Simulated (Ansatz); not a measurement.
**MgNiF3 at fixed geometry**

Aim: for MgNiF3, a borrowed structure type, volume estimated, find whether it is a metal or has a gap, how the charge is shared and how far the cell is from equilibrium. The atoms and the cell stay fixed.

Computed, not measured: Ansatz 0.2.0, DFT, PBE, with U_eff = 4.87 eV on Ni d, collinear spin, plane waves, PAW.

1 further run of the same task is left out (set aside as unsound or not needed).

## 1. Geometry

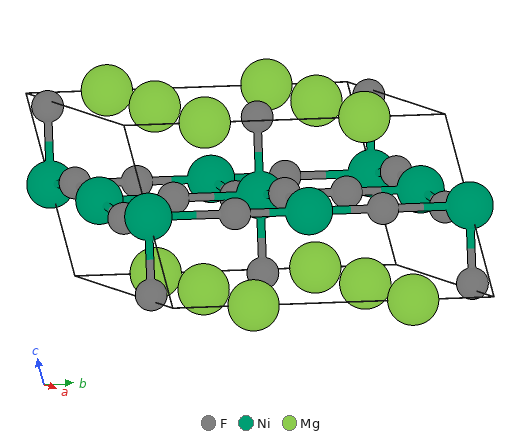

The cell, seen slightly off an axis (fluorine grey, nickel teal, magnesium green). The cell drawn here is the conventional one.

It takes space group C2/m (No. 12, monoclinic). The conventional cell has a = 7.058 Å, b = 7.588 Å, c = 5.155 Å, α = 90.00°, β = 133.11°, γ = 90.00°. F (site symmetry m) has 2 Ni at 1.75 to 2.03 Å and 2 Mg at 2.47 Å as nearest neighbours. F (site symmetry 2) is surrounded by 2 Ni at 1.75 to 2.04 Å. F (site symmetry m) is surrounded by 2 Ni at 1.77 to 1.79 Å and 2 Mg at 2.51 Å. Around Ni (site symmetry 2/m) lie 6 F at 1.75 to 2.04 Å. Around Mg (site symmetry 2) lie 12 F at 2.47 to 2.84 Å. Ni (site symmetry 2/m) has 6 F at 1.75 to 2.03 Å as nearest neighbours.

As a file:

```cif
data_structure
_symmetry_space_group_name_H-M 'P 1'
_symmetry_Int_Tables_number 1
_cell_length_a 5.1630
_cell_length_b 5.1812
_cell_length_c 5.1812
_cell_angle_alpha 94.145
_cell_angle_beta 62.209
_cell_angle_gamma 62.209
_cell_volume 100.77
loop_
_atom_site_label
_atom_site_type_symbol
_atom_site_fract_x
_atom_site_fract_y
_atom_site_fract_z
_atom_site_occupancy
F1 F 0.96300 0.23900 0.23900 1
F2 F 0.03700 0.76100 0.76100 1
F3 F 0.50000 0.23050 0.76950 1
F4 F 0.50000 0.76950 0.23050 1
F5 F 0.44200 0.27800 0.27800 1
F6 F 0.55800 0.72200 0.72200 1
Ni1 Ni 0.50000 0.50000 0.50000 1
Mg1 Mg 0.00000 0.25160 0.74840 1
Mg2 Mg 0.00000 0.74840 0.25160 1
Ni2 Ni 0.50000 0.00000 0.00000 1
```

Its first density is an earlier solution for the same cell, read from a checkpoint. Its moments: Ni7 up, Ni10 down. A search found a lower state too, so this one is metastable.

## 2. Self-consistent run

input.yaml

```yaml
crystal:
  lattice:
    - [-0.33192423, 5.1522817, 0.0]
    - [2.41164763, 2.57614085, 3.79378497]
    - [2.41164763, 2.57614085, -3.79378497]
  atoms:
    - { symbol: F, position: [0.963, 0.239, 0.239], spin: 0.0 }
    - { symbol: F, position: [0.037, 0.761, 0.761], spin: 0.0 }
    - { symbol: F, position: [0.5, 0.2305, 0.7695], spin: 0.0 }
    - { symbol: F, position: [0.5, 0.7695, 0.2305], spin: 0.0 }
    - { symbol: F, position: [0.442, 0.278, 0.278], spin: 0.0 }
    - { symbol: F, position: [0.558, 0.722, 0.722], spin: 0.0 }
    - { symbol: Ni, position: [0.5, 0.5, 0.5], spin: 2.0 }
    - { symbol: Mg, position: [0.0, 0.2516, 0.7484], spin: 0.0 }
    - { symbol: Mg, position: [0.0, 0.7484, 0.2516], spin: 0.0 }
    - { symbol: Ni, position: [0.5, 0.0, 0.0], spin: -2.0 }
kpoints:
  mp_grid: { grid: [5, 4, 4], shift: [0.5, 0.0, 0.0] }
magnetization:
  spin_polarized: true
scf:
  occupations: { method: fermi_dirac, width: 0.0308 }
  lower_state_search: "off"
  max_iter: 200
hamiltonian:
  pseudopotentials: { kind: paw }
  xc: pbe
  hubbard:
    projectors: all-electron-ortho-atomic
    sites: [{ species: Ni, l: d, u_eff: 4.87 }]
    double_counting: amf
basis:
  ecutwfc: 420
  fft_grid_basis: typed
output:
  forces: true
  stress: true
  eigenvalues: true
  bader: true
  populations: true
  elf: true
  write_potential: true
  volumetric_format: npy
  dos:
    e_range: [-12, 8]
    de: 0.05
    projected: { site_lists: { F: [F], Mg: [Mg], Ni: [Ni] } }
checkpoint:
  read: saved_state
```

Log:

```text
[... 1 line left out ...]
Warning: RAYON_NUM_THREADS=2 ignored (pool sized by the plan → 2); use --threads N
F: projections on atomic orbitals take those of the free atom [He] 2s2 2p5, of charge +0.00 (hamiltonian.pseudopotentials.projection_atoms); the dataset's partial waves leave at most 1.6e-8 of an orbital's norm unspanned inside its sphere
Ni: projections on atomic orbitals take those of the free atom [Ne] 3s2 3p6 3d8 4s2, of charge +0.00 (hamiltonian.pseudopotentials.projection_atoms); the dataset's partial waves leave at most 1.6e-6 of an orbital's norm unspanned inside its sphere
Mg: projections on atomic orbitals take those of the free atom [He] 2s2 2p6 3s2, of charge +0.00 (hamiltonian.pseudopotentials.projection_atoms); the dataset's partial waves leave at most 2.0e-8 of an orbital's norm unspanned inside its sphere
Engine: ansatz 0.2.0, aarch64-unknown-linux-gnu
Pseudopotentials: kind: paw
Pseudopotential: F, paw, valence charge 7, recommended cutoff 420 eV (normal), F.paw.azcp
Pseudopotential: Ni, paw, valence charge 18, recommended cutoff 420 eV (normal), Ni.paw.azcp
Pseudopotential: Mg, paw, valence charge 10, recommended cutoff 420 eV (normal), Mg.paw.azcp
Functional definition: PBE
  parameter kappa = 0.804
  parameter beta = 0.06672455060314922
  exchange = pbe_x(kappa = kappa, mu = beta*pi^2/3)
  correlation = pbe_c(beta = beta)
Crystal: 10 atoms, lattice volume = 100.767 Å³
Basis set: ecut = 420 eV, 1987 PW (Γ), exchange–correlation on 72×72×72 points (8 copies of the dense FFT grid, shifted against one another)
Bands: 62, of which v1, the nominal top of the filled ones, is band 49 counted from 1 (48 counted from 0)
Symmetry: 4 space group operations
Space group: C2/m (ITA 12), of the structure as read, at distance tolerance 4.7e-5 Å
Magnetic group: BNS 12.58 (UNI 65), of the structure as read, at distance tolerance 4.7e-5 Å
k-points: 27 of 80
Non-local potential: F, projectors of the file, l = 0: 2, l = 1: 2, l = 2: 1
Non-local potential: Ni, projectors of the file, l = 0: 3, l = 1: 2, l = 2: 3, l = 3: 1
Non-local potential: Mg, projectors of the file, l = 0: 3, l = 1: 2, l = 2: 1
PAW form: soft (Blöchl's): semilocal exchange-correlation on the pseudo side does not see the compensation charge
PAW one-centre angular grid: F, 110 points (default); XC on 64 Gauss nodes
PAW one-centre angular grid: Ni, 590 points (default); XC on 64 Gauss nodes
PAW one-centre angular grid: Mg, 110 points (default); XC on 64 Gauss nodes
Initial density: read from a saved state, or passed on in memory by an earlier SCF of this step, an earlier step, the calling program or the single point that the run made first
Starting moments: Σ|m| = 4 μB on 2 of 10 sites; this step starts from the density that it was given
Initial wavefunctions: pseudopotential atomic-orbital guess
Functional: x = pbe(κ = 0.804, μ = 0.2195149727645171), c = pbe(β = 0.06672455060314922)
iter 1 solved again at ethr=6.94e-5 eV; its pass at ethr=3.10e-3 eV (dr2=6.80e-2 eV) is discarded
SCF iter   1: F=—  HF=-20374.967874 eV  |F-HF|=—  |Δ(HF+E_count)|=         —  Δρ=2.37e-2 (↑2.37e-2 ↓2.31e-2)  dr2=6.65e-2  dr2_m=2.55e-1  M=-0.096 μB ∫|m|=3.540 μB  β_m=1.00  ethr=6.94e-5  ⟨swp⟩=2.9  Hψ=17977  notcnv=0
preconditioner: auto → Kerker (q_TF=auto, 2.716 Å⁻¹)  [metal: Δε(μ)=0.058 eV  Ē_g=16.241 eV  σ=0.031 eV  W_gap=0.40  n_scr=26 (ndim 8)  ℏωp=30.1 eV  f_vac=0.012  D(μ)=2.29/eV (n_scr^D=14)]
spin=Collinear: Kerker preconditioning applied to the charge; magnetization (m = ρ↑ − ρ↓) channel mixes plain (no charge-response kernel on spin).
SCF iter   2: F=—  HF=-20376.251609 eV  |F-HF|=—  |Δ(HF+E_count)|=    1.28e0  Δρ=1.19e-2 (↑1.16e-2 ↓1.19e-2)  dr2=3.60e-2  dr2_m=3.24e-3  M=-0.127 μB ∫|m|=3.482 μB  β_m=0.30  ethr=6.78e-5  ⟨swp⟩=3.0  Hψ=7373  notcnv=0
SCF iter   3: F=—  HF=-20376.573620 eV  |F-HF|=—  |Δ(HF+E_count)|=   3.22e-1  Δρ=7.98e-3 (↑7.84e-3 ↓7.98e-3)  dr2=1.64e-2  dr2_m=2.40e-4  M=-0.105 μB ∫|m|=3.509 μB  β_m=0.30  ethr=3.68e-5  ⟨swp⟩=2.0  Hψ=4723  notcnv=0
SCF iter   4: F=—  HF=-20376.844382 eV  |F-HF|=—  |Δ(HF+E_count)|=   2.71e-1  Δρ=1.90e-3 (↑1.43e-3 ↓1.90e-3)  dr2=4.00e-3  dr2_m=3.33e-4  M=-0.104 μB ∫|m|=3.514 μB  β_m=1.00  ethr=1.67e-5  ⟨swp⟩=2.1  Hψ=5514  notcnv=0
SCF iter   5: F=—  HF=-20376.849862 eV  |F-HF|=—  |Δ(HF+E_count)|=   5.48e-3  Δρ=6.66e-4 (↑6.66e-4 ↓5.25e-4)  dr2=1.17e-3  dr2_m=1.71e-5  M=-0.107 μB ∫|m|=3.512 μB  β_m=0.30  ethr=4.08e-6  ⟨swp⟩=2.0  Hψ=4490  notcnv=0
SCF iter   6: F=—  HF=-20376.850006 eV  |F-HF|=—  |Δ(HF+E_count)|=   1.44e-4  Δρ=4.12e-4 (↑4.12e-4 ↓2.21e-4)  dr2=2.54e-4  dr2_m=5.34e-5  M=-0.110 μB ∫|m|=3.509 μB  β_m=0.30  ethr=1.19e-6  ⟨swp⟩=1.0  Hψ=3409  notcnv=0
Mixer restart at iter 6: flushing history
spin-set hold released at iteration 6 (site moments contracting): the magnetisation degrees of freedom join the quasi-Newton model from the next iteration; the mixer history was flushed
SCF iter   7: F=—  HF=-20376.850043 eV  |F-HF|=—  |Δ(HF+E_count)|=   3.70e-5  Δρ=3.16e-4 (↑2.89e-4 ↓3.16e-4)  dr2=8.85e-5  dr2_m=6.62e-5  M=-0.112 μB ∫|m|=3.507 μB  β_m=0.58  ethr=2.59e-7  ⟨swp⟩=1.0  Hψ=3380  notcnv=0
SCF iter   8: F=—  HF=-20376.850097 eV  |F-HF|=—  |Δ(HF+E_count)|=   5.38e-5  Δρ=1.92e-4 (↑1.92e-4 ↓1.56e-4)  dr2=2.51e-5  dr2_m=2.26e-5  M=-0.113 μB ∫|m|=3.505 μB  β_m=0.78  ethr=9.04e-8  ⟨swp⟩=2.0  Hψ=5746  notcnv=0
SCF iter   9: F=—  HF=-20376.850179 eV  |F-HF|=—  |Δ(HF+E_count)|=   8.16e-5  Δρ=8.42e-4 (↑1.77e-4 ↓8.42e-4)  dr2=6.47e-4  dr2_m=1.44e-4  M=-0.121 μB ∫|m|=3.499 μB  β_m=0.33  ethr=2.56e-8  ⟨swp⟩=2.0  Hψ=5916  notcnv=0  recentre
SCF iter  10: F=—  HF=-20376.850126 eV  |F-HF|=—  |Δ(HF+E_count)|=   5.27e-5  Δρ=3.56e-4 (↑9.73e-5 ↓3.56e-4)  dr2=5.78e-5  dr2_m=4.12e-5  M=-0.116 μB ∫|m|=3.502 μB  β_m=0.14  ethr=2.56e-8  ⟨swp⟩=2.0  Hψ=5851  notcnv=0
SCF iter  11: F=—  HF=-20376.850131 eV  |F-HF|=—  |Δ(HF+E_count)|=   5.46e-6  Δρ=1.27e-4 (↑1.10e-4 ↓1.27e-4)  dr2=5.84e-6  dr2_m=1.07e-5  M=-0.115 μB ∫|m|=3.503 μB  β_m=0.60  ethr=2.56e-8  ⟨swp⟩=2.0  Hψ=5735  notcnv=0
SCF iter  12: F=—  HF=-20376.850149 eV  |F-HF|=—  |Δ(HF+E_count)|=   1.77e-5  Δρ=5.12e-5 (↑2.31e-5 ↓5.12e-5)  dr2=3.91e-6  dr2_m=8.00e-7  M=-0.119 μB ∫|m|=3.500 μB  β_m=0.66  ethr=5.96e-9  ⟨swp⟩=2.6  Hψ=5956  notcnv=0
SCF iter  13: F=—  HF=-20376.850149 eV  |F-HF|=—  |Δ(HF+E_count)|=   1.85e-7  Δρ=1.55e-5 (↑8.56e-6 ↓1.55e-5)  dr2=6.24e-7  dr2_m=3.47e-8  M=-0.119 μB ∫|m|=3.500 μB  β_m=0.83  ethr=3.99e-9  ⟨swp⟩=1.8  Hψ=3322  notcnv=0
SCF iter  14: F=—  HF=-20376.850149 eV  |F-HF|=—  |Δ(HF+E_count)|=   5.04e-8  Δρ=1.65e-5 (↑1.65e-5 ↓8.98e-6)  dr2=3.10e-7  dr2_m=6.17e-8  M=-0.119 μB ∫|m|=3.500 μB  β_m=0.91  ethr=6.36e-10  ⟨swp⟩=2.0  Hψ=4501  notcnv=0
SCF iter  15: F=—  HF=-20376.850149 eV  |F-HF|=—  |Δ(HF+E_count)|=   8.63e-9  Δρ=1.59e-5 (↑9.39e-6 ↓1.59e-5)  dr2=3.03e-7  dr2_m=6.81e-8  M=-0.118 μB ∫|m|=3.500 μB  β_m=0.96  ethr=3.17e-10  ⟨swp⟩=2.0  Hψ=3264  notcnv=0
iter 16 met the thresholds in force, and the SCF goes on: an eigenvalue changes by 1.23 meV, over its tolerance of 0.50 meV (output.eigenvalues, Limitations)
SCF iter  16: F=-20376.850149 eV  HF=-20376.850149 eV  |F-HF|=2.98e-8  |Δ(HF+E_count)|=   6.41e-9  Δρ=5.84e-6 (↑1.91e-6 ↓5.84e-6)  dr2=3.83e-8  dr2_m=6.44e-9  M=-0.118 μB ∫|m|=3.500 μB  β_m=0.98  ethr=1.02e-10  ⟨swp⟩=9.1  Hψ=23158  notcnv=0
SCF iter  17: F=-20376.850149 eV  HF=-20376.850149 eV  |F-HF|=5.97e-9  |Δ(HF+E_count)|=   1.01e-9  Δρ=2.27e-6 (↑2.27e-6 ↓1.86e-6)  dr2=7.93e-9  dr2_m=1.26e-9  M=-0.118 μB ∫|m|=3.500 μB  ethr=3.91e-11  ⟨swp⟩=5.6  Hψ=19039  notcnv=0
SCF 1 converged in 17 iterations: F = -20376.850149 eV  dr2 = 7.93e-9
SCF converged after 17 iterations
an eigenvalue changed by more than its tolerance at an iteration that met the thresholds in force, so the SCF went on 1 time: the last check found none over its tolerance
Magnetization: -0.1185 μB (48.9408 up, 49.0592 down)
Absolute magnetization: 3.5010 μB (∫|ρ↑−ρ↓|, with the PAW one-centre terms)
Spin contamination: 1.7537 ħ² per cell (⟨S²⟩ above its minimum at these occupations)
Per-site moments (μB) at R_I (Å): [(-0.0015040632461199373, 0.7237596429475741), (-0.0015040632461199477, 0.7237596429475743), (-0.007193787507913215, 0.7214356343576251), (-0.007193787507913145, 0.7214356343576251), (-0.003173104709285154, 0.7303433420202373), (-0.003173104709285298, 0.7303433420202375), (1.4771940956185317, 0.7237596429475741), (-0.004352285246055098, 1.0175403760918695), (-0.004352285246054955, 1.0175403760918695), (-1.5349383247905943, 0.7214356343576251)]
Free energy (F): -20376.850149 eV
Harris-Foulkes:  -20376.850149 eV  (|F-HF|=5.97e-9)
Internal energy: -20376.842440 eV  (E = F + TS)
E sigma→0 (E₀):  -20376.846294 eV
Entropy (-TS):   -0.007709 eV (-0.771 meV/atom)
Fermi energy:    12.848864 eV
--- Per-component energies (eV) ---
  E_band       = -1582.072564
  E_kinetic    = 1969.682191
  E_local      = -15335.457501  (includes V_loc(G=0)·N_el)
  E_nonlocal   = 1930.421260
  E_hartree    = 6144.559090
  E_xc         = -707.721832
  E_vxc        = -909.551077  (∫ρ·V_xc dr)
  E_hubbard    = -3.851436  (on-site DFT+U / exact-exchange correction)
  E_vhub       = -7.702864  (the Hubbard potential's part of the band-sum identity)
  E_paw        = -5059.380366  (= ΣΔE_a)
  E_vpaw       = -1518.599294  (= ΣTr[D̂ρ^β])
  E_aug_tail   = 0.014280  (compensation charges beyond the density's cutoff)
  E_ewald      = -9315.108124
  E_smearing   = -0.007709  (= −TS)
  E_closure    = -0.000000  (closes the sum)
  Σ components = -20376.850149   (vs F -20376.850149, Δ=0.00e0)
DFT+U double counting: amf (around mean field; hamiltonian.hubbard.double_counting)
--- Forces (eV/Å), atoms counted from 1 ---
  atom   1  F     -3.07512735     1.64671173     0.00000000
  atom   2  F      3.07512735    -1.64671173     0.00000000
  atom   3  F      0.00000000     0.00000000     3.51515035
  atom   4  F      0.00000000     0.00000000    -3.51515035
  atom   5  F      1.08701833    -0.54270265     0.00000000
  atom   6  F     -1.08701833     0.54270265     0.00000000
  atom   7  Ni     0.00000000     0.00000000     0.00000000
  atom   8  Mg     0.00000000     0.00000000    -0.05457610
  atom   9  Mg     0.00000000     0.00000000     0.05457610
  atom  10  Ni     0.00000000     0.00000000     0.00000000
  max |Σ_I F_I| component: 4.44e-16 eV/Å
--- Stress (GPa, compression-positive) ---
       49.845033       5.687009       0.000000
        5.686969      46.203648       0.000000
        0.000000       0.000000      44.003078
  P = ⅓ Tr σ = 46.6839 GPa (466.839 kbar)
--- Band table (eV; the first three rows and the last of 54) ---
[... 4 lines left out ...]
Occupation matrices written to <dir>
--- Löwdin populations: 10 sites ---
  site symbol       q [e]    m [muB]
     0      F      7.6842     0.0127
     1      F      7.6842     0.0127
     2      F      7.6834    -0.0225
     3      F      7.6834    -0.0225
     4      F      7.6630    -0.0045
     5      F      7.6630    -0.0045
     6     Ni     16.8623     1.5211
     7     Mg      8.9140    -0.0110
     8     Mg      8.9140    -0.0110
     9     Ni     16.8165    -1.5861
  spilling = 0.004409 (of n_electrons = 98.000000)
--- Bader charges: 10 sites ---
  site symbol  charge [e]  shift [e]    m [muB]
     0      F     -0.9431     0.0047    -0.0001
     1      F     -0.9431     0.0047    -0.0001
     2      F     -0.9619     0.0046    -0.0143
     3      F     -0.9619     0.0046    -0.0143
     4      F     -0.8894     0.0069    -0.0058
     5      F     -0.8894     0.0069    -0.0058
     6     Ni      1.3219     0.0156     1.5623
     7     Mg      1.4503     0.0001    -0.0066
     8     Mg      1.4502     0.0001    -0.0066
     9     Ni      1.3664     0.0165    -1.6273
  estimated error of the sums over rays = 3.5e-4 e
```

Run time: 58 s. Hardware: 2 threads of an Arm CPU, shared host; peak memory 0.7 GiB.

## 3. How far from equilibrium

Sizes of the largest forces and where they point against the nearest neighbour:

| atom | force (eV/Å) | nearest | distance (Å) | direction |
| --- | --- | --- | --- | --- |
| F3 | 3.515 | Ni10 | 1.75 | away from it |
| F4 | 3.515 | Ni10 | 1.75 | away from it |
| F2 | 3.488 | Ni7 | 1.75 | away from it |
| F1 | 3.488 | Ni7 | 1.75 | away from it |
| F5 | 1.215 | Ni10 | 1.77 | across |
| F6 | 1.215 | Ni10 | 1.77 | across |
| Mg8 | 0.055 | F2 | 2.47 | (others are as near) |
| Mg9 | 0.055 | F2 | 2.47 | (others are as near) |

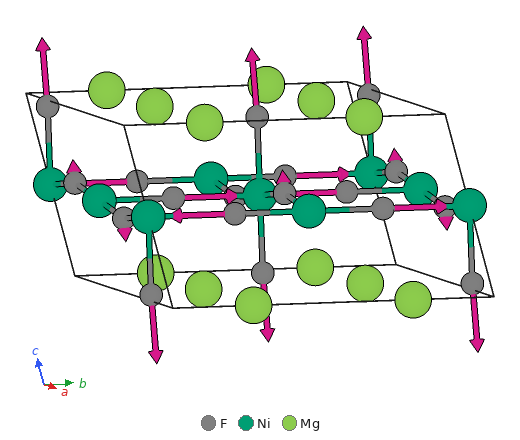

Forces as arrows; the longest is 3.52 eV/Å.

Principal stresses (compression positive): 42.05, 44.00, 54.00 GPa; their mean, the pressure, is 46.68 GPa.

## 4. Total and projected density of states

States per cell by energy window, from dos.tsv and pdos.tsv (tetrahedra; eV from the Fermi level):

| from | to | total | up | down | F p | Mg s | Ni d |
| --- | --- | --- | --- | --- | --- | --- | --- |
| -8.0 | -7.0 | 4.12 | 2.09 | 2.04 | 3.98 | 0.01 | 0.11 |
| -7.0 | -6.0 | 0.00 | 0.00 | 0.00 | 0.00 | 0.00 | 0.00 |
| -6.0 | -5.0 | 3.91 | 2.47 | 1.43 | 0.59 | 0.01 | 3.28 |
| -5.0 | -4.0 | 10.10 | 4.53 | 5.56 | 1.68 | 0.05 | 8.22 |
| -4.0 | -3.0 | 1.93 | 0.93 | 1.00 | 0.49 | 0.01 | 1.33 |
| -3.0 | -2.0 | 0.20 | 0.13 | 0.07 | 0.03 | 0.09 | 0.05 |
| -2.0 | -1.0 | 0.52 | 0.26 | 0.26 | 0.07 | 0.32 | 0.02 |
| -1.0 | 0.0 | 1.34 | 0.66 | 0.68 | 0.18 | 0.71 | 0.22 |
| 0.0 | 1.0 | 3.97 | 1.99 | 1.97 | 0.45 | 1.87 | 1.46 |
| 1.0 | 2.0 | 2.04 | 1.03 | 1.01 | 0.28 | 0.06 | 1.49 |
| 2.0 | 3.0 | 1.41 | 0.68 | 0.73 | 0.09 | 0.05 | 0.13 |
| 3.0 | 4.0 | 3.14 | 1.57 | 1.57 | 0.10 | 0.07 | 0.04 |
| 4.0 | 5.0 | 2.43 | 1.22 | 1.21 | 0.05 | 0.04 | 0.01 |

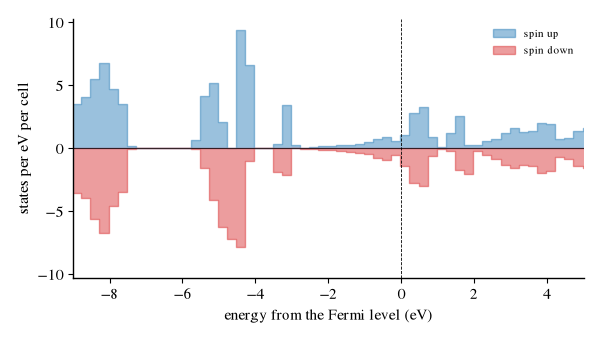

Density of states by spin, in bins of 0.25 eV.

## 5. Populations, charges, moments

By element, from the tables in the log (a charge is positive for electrons lost): Löwdin charges also hold the electrons that the projection spills.

| element | atoms | Bader charge (e) | Bader volume (Å³) | Löwdin charge (e) | Bader moment, size (μB) |
| --- | --- | --- | --- | --- | --- |
| F | 6 | -0.96 to -0.89 | 10.9 to 11.9 | -0.68 to -0.66 | 0.00 to 0.01 |
| Ni | 2 | +1.32 to +1.37 | 7.1 to 7.3 | +1.14 to +1.18 | 1.56 to 1.63 |
| Mg | 2 | +1.45 | 8.7 | +1.09 | 0.01 |

Löwdin charges rest on a small set of atomic orbitals that misses 0.4 % of the electrons, so they need not add up to the cell's charge and can differ from Bader's even in sign.

Occupation eigenvalues of the Hubbard shells:

| atom | shell | spin | eigenvalues |
| --- | --- | --- | --- |
| Ni7 | d | up | 0.97 0.98 1.00 1.00 1.00 |
| Ni7 | d | down | 0.16 0.24 0.99 1.00 1.00 |
| Ni10 | d | up | 0.17 0.18 0.99 1.00 1.00 |
| Ni10 | d | down | 0.98 0.98 0.99 1.00 1.00 |

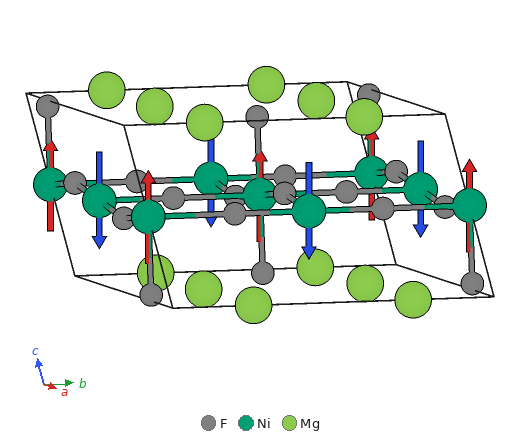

Site moments over 0.3 μB, as arrows (short ones can be hidden in their spheres; values hang on how the density is shared out, so they can differ from the log's spheres): up red, down blue; without spin-orbit coupling their axis is free, so they are drawn up the page.

## 6. Real-space fields

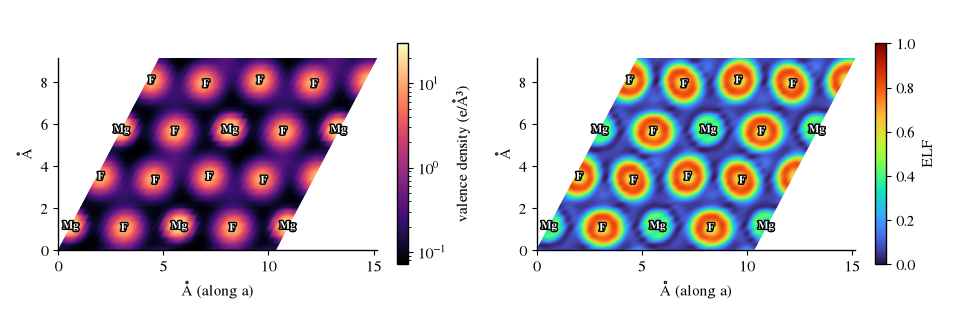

Valence density (left, log scale) and ELF (right) in the plane spanned by a and c at height 0.761 along b (axes of the input's cell); atoms within 0.2 Å are lettered, 2×2 cells. These are the smooth PAW fields, not the true ones near the nuclei.

At the density minimum on some short contacts:

| contact | length (Å) | minimum at (fraction) | density (e/Å³) | ELF |
| --- | --- | --- | --- | --- |
| F3–Ni10 | 1.749 | deep in a PAW sphere | – | – |
| Mg8–F1 | 2.467 | 0.45 | 0.116 | 0.07 |

## 7. Outcome

```
                                                 quantity                                            value
             above the lowest state of the earlier search                                about 30 meV/atom
                                            largest force                                  3.515 eV/Å on F
                                                 pressure                                         46.7 GPa
                                                character                                            metal
density of states, mean within 0.25 eV of the Fermi level                              1.8 per eV per cell
                                            Bader charges  F -0.96 to -0.89, Ni +1.32 to +1.37, Mg +1.45 e
                                               net moment                                 0.12 μB per cell
                                           largest moment                      1.63 μB on Ni (Bader basin)
```

What this shows: This is a metastable state, so what follows is not the ground state's. Bands cross the Fermi level: a metal; within 0.25 eV of the Fermi level the density of states averages 1.8 per eV per cell, mostly Ni d (52 %) and Mg s (30 %). Forces reach 3.5 eV/Å, so the geometry is far from rest and the levels are not those of the relaxed cell. F feels the largest force, 3.52 eV/Å, so the positions are not relaxed. Mg loses most charge (+1.45 e on average) and F gains most (-0.93 e). The pressure of 46.7 GPa says the cell is too small, and unequal principal stresses would change its shape.

Keep in mind: the k mesh is coarse for a cell without a gap; atoms or cell far from equilibrium.
